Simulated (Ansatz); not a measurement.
## Run report: Ge2H6Cl2O, geometry relaxation (part 1 of 3)

- system: Ge2H6Cl2O
- method: RHF/def2-SVP (Ansatz 0.2.0)

It belongs to a series of runs on one base structure; here: end point A relaxed. Figures and captions count atoms from 1; the log counts them from 0 in places.

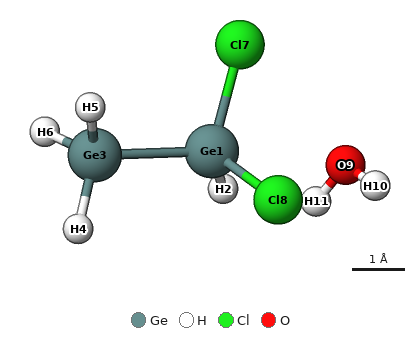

*The structure as given in the input (ball-and-stick view, seen at a tilt; atoms are numbered from 1 in the order of the input). Sticks mark near contacts.*

## Key numbers

| quantity | value |
| --- | --- |
| outcome | converged |
| total energy | −140065.3521 eV |
| mean-field energy | −140065.3521 eV |
| largest force (length of the vector) at the end | 0.017 eV/Å |
| hardware | 4 threads of Arm Neoverse V1, 24 GiB of memory available, shared host |
| wall time | 77 s (CPU time 4.6 min) |
| peak memory | 0.47 GiB |

## Input
```yaml
crystal:
  periodic: [false, false, false]
  atoms:
    - { symbol: Ge, position_ang: [0.188678, 0.096117, -0.126048] }
    - { symbol: H, position_ang: [-0.033257, -0.084225, 1.385855] }
    - { symbol: Ge, position_ang: [2.525055, 0.007061, -0.874684] }
    - { symbol: H, position_ang: [3.059298, -1.415522, -0.677685] }
    - { symbol: H, position_ang: [2.586665, 0.399085, -2.35175] }
    - { symbol: H, position_ang: [3.354359, 0.986787, -0.036994] }
    - { symbol: Cl, position_ang: [-0.629002, 1.982056, -0.783322] }
    - { symbol: Cl, position_ang: [-0.863309, -1.528778, -1.12922] }
    - { symbol: O, position_ang: [-2.46467, 0.022059, 1.231105] }
    - { symbol: H, position_ang: [-2.940087, -0.67247, 0.799339] }
    - { symbol: H, position_ang: [-1.82613, -0.421871, 1.806303] }
basis:
  gaussian: { orbitals: def2-SVP }
hamiltonian:
  xc: hf
relax:
  f_tol: 0.03
  max_steps: 50
output:
  orbitals: {}
```

Run as:
```bash
ansatz run input.yaml --threads 4 --pin off --max-ram 5120MiB --backend cpu --events-out ev --progress --plain --runs-dir out
```

## Output
```
The last accepted step is kept in [file] (removed where the run ends without a failure and the disk answers)
Engine: ansatz 0.2.0, aarch64-unknown-linux-gnu
Functional definition: HF
  exchange = exact_x
  correlation = 0
1489 factors; integrals over basis functions are off by at most 3.5e-4 eV
mean field evaluation 1: about -140061.7488 eV, gradient 3.6e1 eV
mean field evaluation 2: about -140061.7517 eV, gradient 3.6e1 eV
mean field evaluation 4: about -140064.9994 eV, gradient 2.9e0 eV
mean field evaluation 8: about -140065.0350 eV, gradient 1.6e-4 eV
mean field -140065.03499429 eV, -5147.2950965497 hartree, gradient 2.1e-5 eV, S^2 0.000000; 0 other end points of the search recorded, 0 dependent functions left out
the calculation of the forces begins
reference -140065.03499429 eV, -5147.2950965497 hartree; 56, 56 occupied and 88, 88 virtual orbitals, 1489 factors
relax step   1: F+E_penalty+E_count = -140065.03499429 eV  Δ(F+E_penalty+E_count) = +0.000e0 eV  max|allowed force component| = 1.217e0 eV/Å  Δτ_max = 0.0000 Å  (28 SCF iters, accepted)
these checks for a lower state are left out or cut short: starts, cluster_reference, orbital_swaps, neighbouring_geometries, increment
1489 factors; integrals over basis functions are off by at most 3.6e-4 eV
mean field evaluation 16: about -140065.1665 eV, gradient 1.5e-4 eV
mean field -140065.16651510 eV, -5147.2999298503 hartree, gradient 2.6e-5 eV, S^2 0.000000; 0 other end points of the search recorded, 0 dependent functions left out
[... from here on the field's lines of each further geometry are left out, up to the last ...]
relax step   2: F+E_penalty+E_count = -140065.16651510 eV  Δ(F+E_penalty+E_count) = -1.315e-1 eV  max|allowed force component| = 5.374e-1 eV/Å  Δτ_max = 0.1971 Å  (26 SCF iters, accepted)
relax step   3: F+E_penalty+E_count = -140065.21445333 eV  Δ(F+E_penalty+E_count) = -4.794e-2 eV  max|allowed force component| = 4.663e-1 eV/Å  Δτ_max = 0.2000 Å  (33 SCF iters, accepted)
relax step   4: F+E_penalty+E_count = -140065.22861998 eV  Δ(F+E_penalty+E_count) = -1.417e-2 eV  max|allowed force component| = 1.043e0 eV/Å  Δτ_max = 0.1916 Å  (30 SCF iters, accepted)
relax step   5: F+E_penalty+E_count = -140065.26234775 eV  Δ(F+E_penalty+E_count) = -3.373e-2 eV  max|allowed force component| = 2.948e-1 eV/Å  Δτ_max = 0.2000 Å  (32 SCF iters, accepted)
relax step   6: F+E_penalty+E_count = -140065.26980116 eV  Δ(F+E_penalty+E_count) = -7.453e-3 eV  max|allowed force component| = 3.790e-1 eV/Å  Δτ_max = 0.2000 Å  (26 SCF iters, accepted)
relax step   7: F+E_penalty+E_count = -140065.27584452 eV  Δ(F+E_penalty+E_count) = -6.043e-3 eV  max|allowed force component| = 5.401e-1 eV/Å  Δτ_max = 0.1999 Å  (33 SCF iters, accepted)
relax step   8: F+E_penalty+E_count = -140065.23575965 eV  Δ(F+E_penalty+E_count) = +4.008e-2 eV  max|allowed force component| = 2.001e0 eV/Å  Δτ_max = 0.1950 Å  (29 SCF iters, rejected (line search))
relax step   9: F+E_penalty+E_count = -140065.28624415 eV  Δ(F+E_penalty+E_count) = -1.040e-2 eV  max|allowed force component| = 2.953e-1 eV/Å  Δτ_max = 0.0975 Å  (24 SCF iters, accepted)
relax step  10: F+E_penalty+E_count = -140065.28384781 eV  Δ(F+E_penalty+E_count) = +2.396e-3 eV  max|allowed force component| = 6.897e-1 eV/Å  Δτ_max = 0.0982 Å  (27 SCF iters, rejected (line search))
relax step  11: F+E_penalty+E_count = -140065.29030610 eV  Δ(F+E_penalty+E_count) = -4.062e-3 eV  max|allowed force component| = 1.554e-1 eV/Å  Δτ_max = 0.0491 Å  (34 SCF iters, accepted)
relax step  12: F+E_penalty+E_count = -140065.29380625 eV  Δ(F+E_penalty+E_count) = -3.500e-3 eV  max|allowed force component| = 1.415e-1 eV/Å  Δτ_max = 0.0476 Å  (34 SCF iters, accepted)
relax step  13: F+E_penalty+E_count = -140065.29634741 eV  Δ(F+E_penalty+E_count) = -2.541e-3 eV  max|allowed force component| = 2.920e-1 eV/Å  Δτ_max = 0.0732 Å  (34 SCF iters, accepted)
relax step  14: F+E_penalty+E_count = -140065.29306044 eV  Δ(F+E_penalty+E_count) = +3.287e-3 eV  max|allowed force component| = 7.571e-1 eV/Å  Δτ_max = 0.1097 Å  (33 SCF iters, rejected (line search))
relax step  15: F+E_penalty+E_count = -140065.30014730 eV  Δ(F+E_penalty+E_count) = -3.800e-3 eV  max|allowed force component| = 1.705e-1 eV/Å  Δτ_max = 0.0548 Å  (34 SCF iters, accepted)
relax step  16: F+E_penalty+E_count = -140065.30330793 eV  Δ(F+E_penalty+E_count) = -3.161e-3 eV  max|allowed force component| = 1.405e-1 eV/Å  Δτ_max = 0.0549 Å  (34 SCF iters, accepted)
relax step  17: F+E_penalty+E_count = -140065.30657400 eV  Δ(F+E_penalty+E_count) = -3.266e-3 eV  max|allowed force component| = 3.298e-1 eV/Å  Δτ_max = 0.0823 Å  (33 SCF iters, accepted)
relax step  18: F+E_penalty+E_count = -140065.30378503 eV  Δ(F+E_penalty+E_count) = +2.789e-3 eV  max|allowed force component| = 8.620e-1 eV/Å  Δτ_max = 0.1234 Å  (32 SCF iters, rejected (line search))
relax step  19: F+E_penalty+E_count = -140065.31248809 eV  Δ(F+E_penalty+E_count) = -5.914e-3 eV  max|allowed force component| = 1.755e-1 eV/Å  Δτ_max = 0.0617 Å  (34 SCF iters, accepted)
relax step  20: F+E_penalty+E_count = -140065.31727822 eV  Δ(F+E_penalty+E_count) = -4.790e-3 eV  max|allowed force component| = 1.226e-1 eV/Å  Δτ_max = 0.0633 Å  (34 SCF iters, accepted)
relax step  21: F+E_penalty+E_count = -140065.32227478 eV  Δ(F+E_penalty+E_count) = -4.997e-3 eV  max|allowed force component| = 3.563e-1 eV/Å  Δτ_max = 0.0937 Å  (33 SCF iters, accepted)
relax step  22: F+E_penalty+E_count = -140065.33496002 eV  Δ(F+E_penalty+E_count) = -1.269e-2 eV  max|allowed force component| = 1.299e-1 eV/Å  Δτ_max = 0.1424 Å  (33 SCF iters, accepted)
relax step  23: F+E_penalty+E_count = -140065.34649038 eV  Δ(F+E_penalty+E_count) = -1.153e-2 eV  max|allowed force component| = 2.005e-2 eV/Å  Δτ_max = 0.1875 Å  (30 SCF iters, accepted)
relax step  24: F+E_penalty+E_count = -140065.26990196 eV  Δ(F+E_penalty+E_count) = +7.659e-2 eV  max|allowed force component| = 2.212e0 eV/Å  Δτ_max = 0.1969 Å  (32 SCF iters, rejected (line search))
relax step  25: F+E_penalty+E_count = -140065.34550010 eV  Δ(F+E_penalty+E_count) = +9.903e-4 eV  max|allowed force component| = 4.526e-1 eV/Å  Δτ_max = 0.0962 Å  (33 SCF iters, rejected (line search))
relax step  26: F+E_penalty+E_count = -140065.34829738 eV  Δ(F+E_penalty+E_count) = -1.807e-3 eV  max|allowed force component| = 3.748e-2 eV/Å  Δτ_max = 0.0466 Å  (34 SCF iters, accepted)
relax step  27: F+E_penalty+E_count = -140065.34760254 eV  Δ(F+E_penalty+E_count) = +6.948e-4 eV  max|allowed force component| = 4.824e-1 eV/Å  Δτ_max = 0.0987 Å  (33 SCF iters, rejected (line search))
relax step  28: F+E_penalty+E_count = -140065.34997701 eV  Δ(F+E_penalty+E_count) = -1.680e-3 eV  max|allowed force component| = 1.735e-2 eV/Å  Δτ_max = 0.0494 Å  (34 SCF iters, accepted)
relax step  29: F+E_penalty+E_count = -140065.35049894 eV  Δ(F+E_penalty+E_count) = -5.219e-4 eV  max|allowed force component| = 1.388e-1 eV/Å  Δτ_max = 0.0488 Å  (34 SCF iters, accepted)
relax step  30: F+E_penalty+E_count = -140065.35178860 eV  Δ(F+E_penalty+E_count) = -1.290e-3 eV  max|allowed force component| = 5.213e-3 eV/Å  Δτ_max = 0.0388 Å  (34 SCF iters, accepted)
relax step  31: F+E_penalty+E_count = -140065.35204099 eV  Δ(F+E_penalty+E_count) = -2.524e-4 eV  max|allowed force component| = 3.103e-2 eV/Å  Δτ_max = 0.0361 Å  (34 SCF iters, accepted)
relax step  32: F+E_penalty+E_count = -140065.35049963 eV  Δ(F+E_penalty+E_count) = +1.541e-3 eV  max|allowed force component| = 2.451e-1 eV/Å  Δτ_max = 0.0591 Å  (33 SCF iters, rejected (line search))
the calculation of the forces begins
reference -140065.35211730 eV, -5147.3067506053 hartree; 56, 56 occupied and 88, 88 virtual orbitals, 1491 factors
relax step  33: F+E_penalty+E_count = -140065.35211730 eV  Δ(F+E_penalty+E_count) = -7.631e-5 eV  max|allowed force component| = 1.694e-2 eV/Å  Δτ_max = 0.0131 Å  (35 SCF iters, accepted)
```

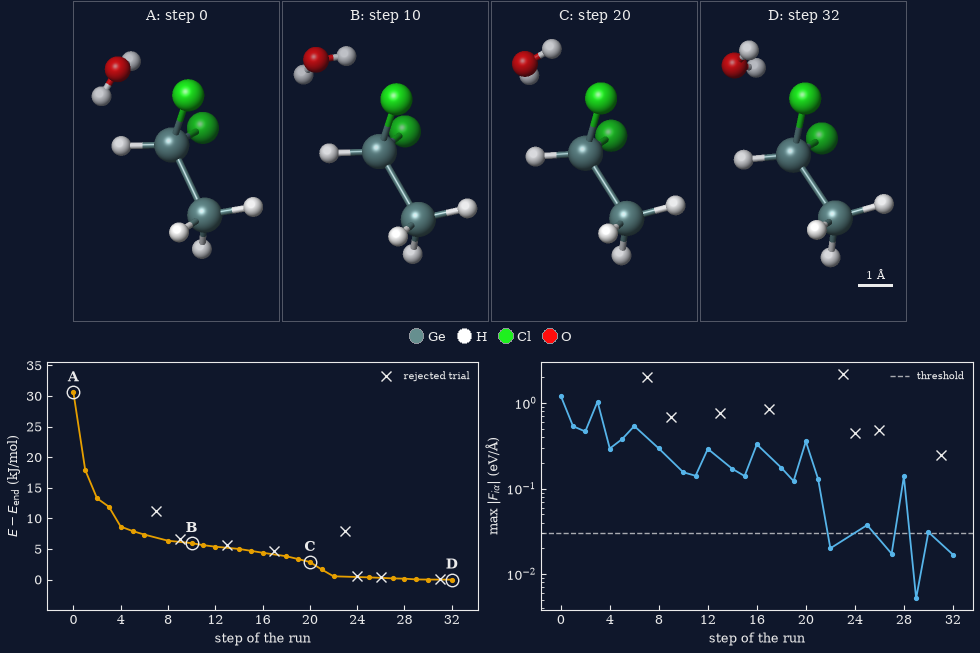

*Frames of the relaxation (ball-and-stick view, seen at an oblique angle) above the curves, on which the letters mark them (the first geometry is step 0 here and step 1 in the log).*

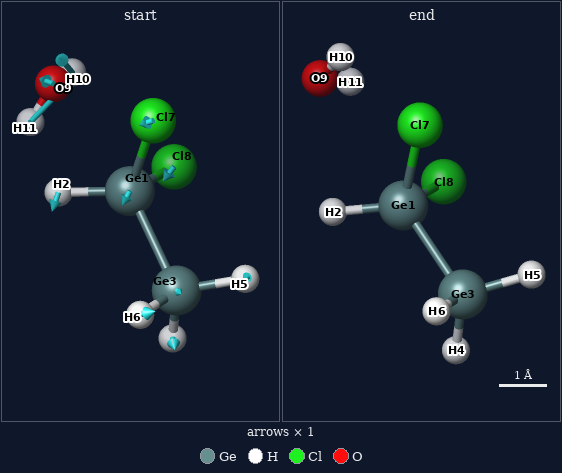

*Before (left) and after (right) the relaxation, at one scale (ball-and-stick view, seen at an oblique angle). The teal arrows give the displacements, at true length.*

The atom that moves furthest after the best rigid fit is H11 (1.47 Å). Largest moves by element: H 1.47 Å, O 0.48 Å, Cl 0.41 Å, Ge 0.35 Å. Distances before and after: O9–H11 0.967 → 0.946 Å, Ge1–H2 1.539 → 1.518 Å, Ge1–Cl7 2.158 → 2.179 Å, Ge1–Ge3 2.455 → 2.450 Å. Among the angles that change: H2–Ge1–Ge3 115.6° → 119.1°, Cl7–Ge1–Cl8 109.2° → 106.5°, H2–Ge1–Cl7 110.3° → 107.7°. Over 32 geometry steps the energy falls by 30.6 kJ/mol. The largest force component goes from 1.2 to 0.017 eV/Å. The line search rejected the trial steps at points 7, 9, 13, 17, 23, 24, 26, 31 (counted from 0) and went back. (Atoms are counted from 1 in the order of the input.)

```
1491 factors; integrals over basis functions are off by at most 3.6e-4 eV
mean field -140065.35211730 eV, -5147.3067506053 hartree, gradient 2.9e-5 eV, S^2 0.000000; 1 other end points of the search recorded, 0 dependent functions left out
the calculation of the forces begins
reference -140065.35211730 eV, -5147.3067506053 hartree; 56, 56 occupied and 88, 88 virtual orbitals, 1491 factors
Total energy: -140065.35211730 eV, -5147.3067506053 hartree
Atom 0 at     0.433441    -0.050582     0.066782 Å, force    -0.010351    -0.000011    -0.003299 eV/Å
Atom 1 at     0.352507    -0.081292     1.582124 Å, force    -0.001058    -0.000030     0.001919 eV/Å
Atom 2 at     2.633583     0.045451    -1.005895 Å, force     0.003177     0.000247    -0.001262 eV/Å
Atom 3 at     3.425067    -1.207990    -0.622400 Å, force     0.000636     0.000769     0.001296 eV/Å
Atom 4 at     2.420172     0.102315    -2.518347 Å, force    -0.001826    -0.001173     0.000681 eV/Å
Atom 5 at     3.366922     1.298988    -0.520282 Å, force    -0.000649     0.000662    -0.000452 eV/Å
Atom 6 at    -0.713276     1.668216    -0.624236 Å, force     0.004589    -0.002983     0.001598 eV/Å
Atom 7 at    -0.589294    -1.820349    -0.687702 Å, force     0.002953     0.001468    -0.001623 eV/Å
Atom 8 at    -2.707094    -0.196024     1.565742 Å, force    -0.003021     0.000399    -0.016938 eV/Å
Atom 9 at    -2.863182     0.555595     1.012851 Å, force     0.003448    -0.012270     0.009328 eV/Å
Atom 10 at    -2.801246    -0.944030     0.994262 Å, force     0.002102     0.012922     0.008752 eV/Å
Dipole moment:     0.497623     0.018432    -0.164455 e Å
```

## Trajectory as extended XYZ (Å, eV, eV/Å), 33 frames, from step=1 to step=33
```
11
Properties=species:S:1:pos:R:3:forces:R:3 step=1 energy=-140065.03499
Ge    0.1887    0.0961   -0.1260    0.2254  -0.0095   0.1492
H    -0.0333   -0.0842    1.3859    0.4065   0.0927  -0.3972
Ge    2.5251    0.0071   -0.8747   -0.0165   0.0019  -0.0002
H     3.0593   -1.4155   -0.6777    0.0010  -0.0004   0.0016
H     2.5867    0.3991   -2.3518   -0.0102  -0.0158   0.0032
H     3.3544    0.9868   -0.0370   -0.0057   0.0101   0.0009
Cl   -0.6290    1.9821   -0.7833    0.0257  -0.0059  -0.0026
Cl   -0.8633   -1.5288   -1.1292    0.0256   0.0078  -0.0057
O    -2.4647    0.0221    1.2311    0.5686  -0.5842   0.9220
H    -2.9401   -0.6725    0.7993   -0.0029  -0.0055  -0.0050
H    -1.8261   -0.4219    1.8063   -1.2174   0.5087  -0.6663
11
Properties=species:S:1:pos:R:3:forces:R:3 step=2 energy=-140065.16651
Ge    0.2453    0.1061   -0.1587    0.1084  -0.0092   0.0275
H     0.1097   -0.0610    1.3489   -0.0986   0.0261  -0.0390
Ge    2.5586    0.0071   -0.8925    0.0589   0.0205  -0.1415
H     3.0767   -1.4193   -0.6859    0.0414   0.0125  -0.0064
H     2.5967    0.3952   -2.3701    0.0967  -0.0150  -0.0233
H     3.3700    0.9945   -0.0474    0.0383  -0.0038  -0.0253
Cl   -0.5979    1.9861   -0.7998   -0.0048  -0.0356   0.0239
Cl   -0.8287   -1.5198   -1.1390   -0.0171   0.0615   0.0759
O    -2.5942    0.0063    1.3186   -0.1959  -0.5374  -0.1835
H    -2.9804   -0.6758    0.7704    0.2641   0.4491   0.3441
H    -1.9983   -0.4491    1.8983   -0.2915   0.0314  -0.0525
```
